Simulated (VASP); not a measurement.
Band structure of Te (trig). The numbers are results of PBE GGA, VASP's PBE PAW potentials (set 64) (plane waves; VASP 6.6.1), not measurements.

Unless said otherwise, spin-orbit coupling is left out, though it shifts the bands of the heavy elements here.

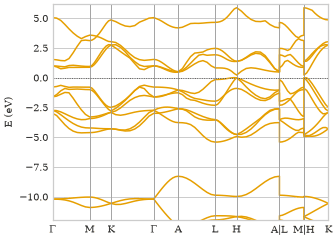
*Bands along high-symmetry lines, zero at the valence-band maximum or, without a gap, the Fermi level*

Read the plot: is there a gap, and where are the band edges?

The gap is indirect, 0.22 eV, from the valence maximum at L-H at 0.89 to the conduction minimum at H. (Edges off the drawn lines would not show.)

The compound is Te in the trig structure. It was relaxed first.
